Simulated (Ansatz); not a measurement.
# Calculations on C$_{2}$H$_{9}$NOSi

Part 1: Relaxation

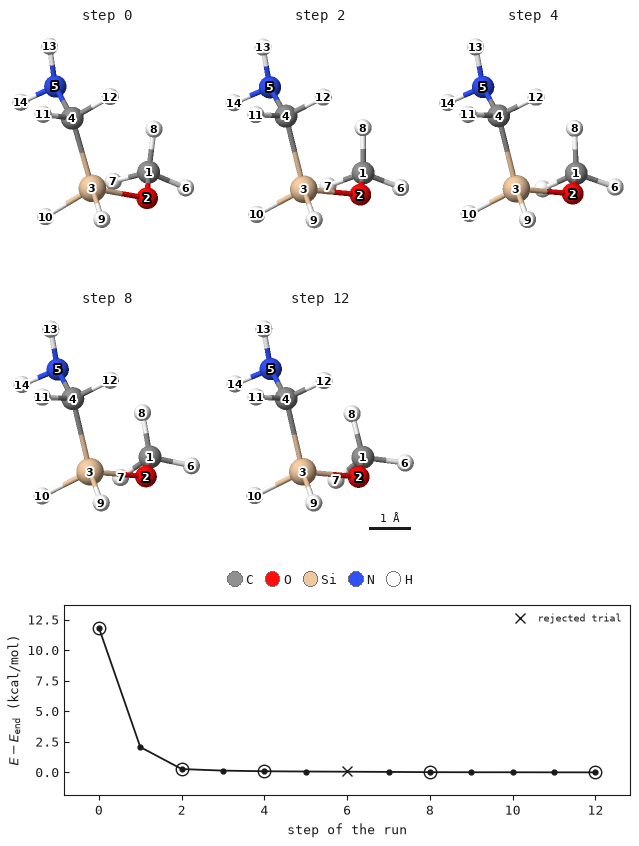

Frames of a relaxation of C$_{2}$H$_{9}$NOSi, marked on the history of the run. Style: ball-and-stick. Shown from a free direction.

The run prepares an end point of a later path (torsion) calculation, from a guessed geometry.

Theory: RKS r2SCAN-D4/def2-SVP in Ansatz 0.2.0. Set-up: no spin polarisation; force threshold 0.015 eV/Å; at most 40 steps.

What happens along the run?

Answer. The energy falls by 11.8 kcal/mol in 11 accepted moves (12 points after the start). Largest force component: 4.3 eV/Å at the start, 0.01 eV/Å at the end. The line search rejected the trial step at point 6 of the run. The atom that moves furthest after the best rigid fit is H7 (0.48 Å). Largest moves by element: H 0.48 Å, C 0.13 Å, O 0.11 Å, N 0.08 Å, Si 0.07 Å. Near-neighbour distances that change, for instance: C4–H11 1.037 → 1.116 Å, C1–H6 1.157 → 1.101 Å, Si3–C4 1.833 → 1.887 Å, C1–O2 1.360 → 1.414 Å. Among the angles between lasting bonds that change: C1–O2–Si3 116.5° → 123.9°, O2–Si3–C4 118.4° → 112.1°, N5–C4–H11 110.1° → 115.6°. From step 0 to 2: H8 moves most (0.16 Å), energy −11.6 kcal/mol. From step 2 to 4: H7 moves most (0.09 Å), energy −0.18 kcal/mol. From step 4 to 8: H7 moves most (0.17 Å), energy −0.07 kcal/mol. From step 8 to 12: H7 moves most (0.09 Å), energy −0.02 kcal/mol.

```
step  E − E(0), kcal/mol  largest force component, eV/Å      note
   0                0.00                         4.3055          
   1               -9.76                         1.4715          
   2              -11.56                         0.2099          
   3              -11.69                         0.1333          
   4              -11.74                         0.0947          
   5              -11.76                         0.0800          
   6              -11.71                         0.1033  rejected
   7              -11.80                         0.0230          
   8              -11.82                         0.0199          
   9              -11.82                         0.0231          
  10              -11.83                         0.0555          
  11              -11.83                         0.0163          
  12              -11.83                         0.0101
```

Part 2: Relaxation

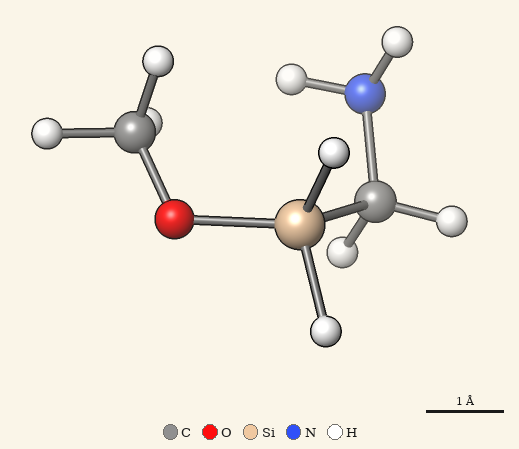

This is the input geometry for a relaxation of C2H9NOSi. The picture is a ball-and-stick view, seen from a free direction.

The run prepares an end point of a later path (torsion) calculation, from a guessed geometry.

These are results of Ansatz 0.2.0, RKS r2SCAN-D4/def2-SVP, not measurements.

Input file:
```yaml
crystal:
  periodic: [false, false, false]
  atoms:
    - { symbol: C, position_ang: [-1.0502, 1.6205, 0.52] }
    - { symbol: O, position_ang: [-0.134, 1.1225, 1.3926] }
    - { symbol: Si, position_ang: [0.9899, 0.089, 0.7693] }
    - { symbol: C, position_ang: [0.404, -1.3783, -0.1592] }
    - { symbol: "N", position_ang: [-0.3131, -1.0154, -1.439] }
    - { symbol: H, position_ang: [-1.6624, 2.447, 1.0494] }
    - { symbol: H, position_ang: [-0.6075, 2.1474, -0.3572] }
    - { symbol: H, position_ang: [-1.7704, 0.9131, 0.1808] }
    - { symbol: H, position_ang: [1.8549, -0.3858, 1.9553] }
    - { symbol: H, position_ang: [1.9207, 0.8592, -0.0961] }
    - { symbol: H, position_ang: [1.1265, -2.0979, -0.3468] }
    - { symbol: H, position_ang: [-0.3842, -1.893, 0.4925] }
    - { symbol: H, position_ang: [0.30932, -0.61415, -2.13035] }
    - { symbol: H, position_ang: [-1.00483, -0.35062, -1.20632] }
basis:
  gaussian: { orbitals: def2-SVP }
hamiltonian:
  xc: r2scan
  dispersion: d4
relax:
  f_tol: 0.015
  max_steps: 40
```

Command:
```bash
ansatz run input.yaml --threads 2 --pin off --max-ram 3072MiB --backend cpu --events-out ev --progress --plain --runs-dir out
```

Question: Predict the outcome.

Answer: After 31 accepted moves (34 points after the start) the energy has fallen by 59.2 kJ/mol. Largest force component: 4 eV/Å at the start, 0.01 eV/Å at the end. The line search rejected the trial steps at points 13, 24, 31 of the run. The forces were under the threshold at step 30, but the run went on from there. The atom that moves furthest after the best rigid fit is H8 (1.43 Å). Largest moves by element: H 1.43 Å, O 1.22 Å, N 0.62 Å, C 0.51 Å, Si 0.33 Å. Some distances before and after: C4–H11 1.037 → 1.105 Å, Si3–C4 1.833 → 1.884 Å, C1–H6 1.157 → 1.107 Å, C1–O2 1.360 → 1.408 Å. Among the angles between lasting bonds that change: O2–Si3–C4 118.4° → 103.5°, C1–O2–Si3 116.5° → 124.2°, C4–Si3–H9 108.8° → 114.7°. Groups turn about O2–Si3 by about 120°, C1–O2 by about 110°. Cost: 2.7 min on 2 threads of Arm Neoverse V1, on a shared host, peak memory 0.18 GiB.

The structure at the end:

```xyz
14

C    -1.1026    2.0670    0.7553
O    -0.7868    0.7329    0.4341
Si    0.7490    0.0780    0.5435
C     0.5547   -1.6285   -0.2297
N    -0.0800   -1.5821   -1.5560
H    -0.9463    2.2813    1.8299
H    -0.4989    2.7879    0.1703
H    -2.1650    2.2446    0.5244
H     1.2217    0.0719    1.9684
H     1.6991    0.9168   -0.2633
H     1.5281   -2.1453   -0.3048
H    -0.0567   -2.2644    0.4367
H     0.5094   -1.0509   -2.1998
H    -0.9469   -1.0455   -1.4840
```

After the run, drawn alike:

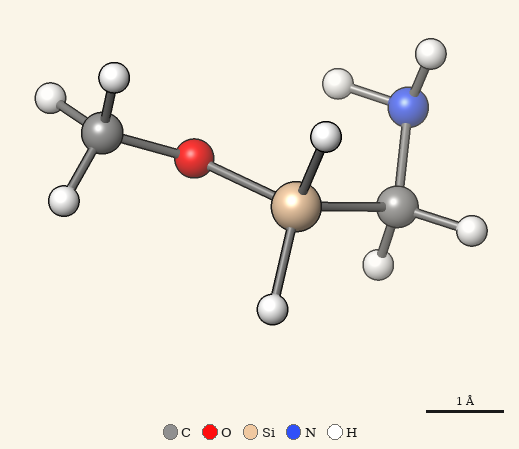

Part 3: Path

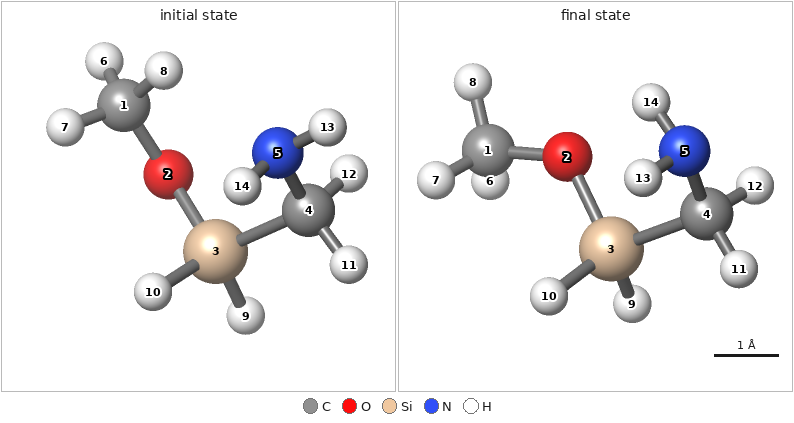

The two relaxed end points of a path for C₂H₉NOSi. Style: ball-and-stick. Shown from a free direction.

Method: RKS r2SCAN-D4/def2-SVP (Ansatz 0.2.0).

Settings: 9 movable images; climbing image; force threshold 0.05 eV/Å; iteration limit 33.

Start:
```xyz
14

C    -1.0834    1.7409    0.5125
O    -0.1647    1.0396    1.3274
Si    1.0477    0.0671    0.7354
C     0.3699   -1.4576   -0.1464
N    -0.3350   -1.0602   -1.3675
H    -1.8259    2.2266    1.1649
H    -0.5781    2.5300   -0.0770
H    -1.6026    1.0661   -0.1897
H     1.8638   -0.3411    1.9128
H     1.8968    0.8285   -0.2448
H     1.1811   -2.2115   -0.2813
H    -0.3540   -1.9208    0.5496
H    -0.7528   -1.8701   -1.8269
H     0.3241   -0.6666   -2.0401
```

End:
```xyz
14

C    -1.0620    2.0128    0.5818
O    -0.7622    0.6584    0.3400
Si    0.7597   -0.0137    0.5187
C     0.5529   -1.7564   -0.1656
N    -0.0524   -1.7719   -1.5062
H    -0.9251    2.2826    1.6465
H    -0.4339    2.6913   -0.0277
H    -2.1161    2.1943    0.3181
H     1.2017    0.0501    1.9520
H     1.7409    0.7650   -0.3109
H     1.5188   -2.2918   -0.1911
H    -0.0832   -2.3455    0.5203
H     0.5595   -1.2859   -2.1644
H    -0.9115   -1.2187   -1.4825
```

What barrier does the band find between them, and by what path?

Answer. The barrier is about 3.94 kcal/mol in both directions, with image 4 at the top; the ends have nearly the same energy. The motion is a rotation about the C4–N5 bond by about 115°, with a turn of about 120° about C1–O2, with a turn of about 110° about O2–Si3. No bond forms or breaks between the ends. Among the angles between lasting bonds that change up to the highest image: Si3–C4–N5 110.1° → 115.9°, N5–C4–H11 115.6° → 110.3°. The band converged in 12 iterations. The largest component of the band force went from 15 to 0.022 eV/Å. The climbing image converged on the top of the path. Its vibrational analysis gives one imaginary mode (267i cm⁻¹), as a transition state must have.

Energies of the converged images:

```json
{"image": "0", "path (Å)": "0.00", "E (kcal/mol)": "0.00"}
{"image": "1", "path (Å)": "0.47", "E (kcal/mol)": "0.18"}
{"image": "2", "path (Å)": "0.94", "E (kcal/mol)": "1.33"}
{"image": "3", "path (Å)": "1.41", "E (kcal/mol)": "3.11"}
{"image": "4", "path (Å)": "1.88", "E (kcal/mol)": "3.94"}
{"image": "5", "path (Å)": "2.63", "E (kcal/mol)": "2.77"}
{"image": "6", "path (Å)": "3.38", "E (kcal/mol)": "2.17"}
{"image": "7", "path (Å)": "4.13", "E (kcal/mol)": "1.90"}
{"image": "8", "path (Å)": "4.89", "E (kcal/mol)": "1.48"}
{"image": "9", "path (Å)": "5.64", "E (kcal/mol)": "0.50"}
{"image": "10", "path (Å)": "6.39", "E (kcal/mol)": "0.04"}
```

The geometry at the top of the path:

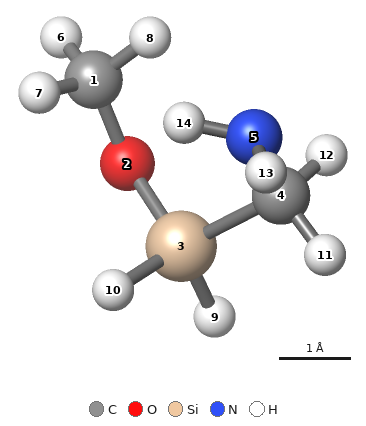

The run took 8.3 min on 2 threads of Arm Neoverse V1, on a shared host, peak memory 0.18 GiB.
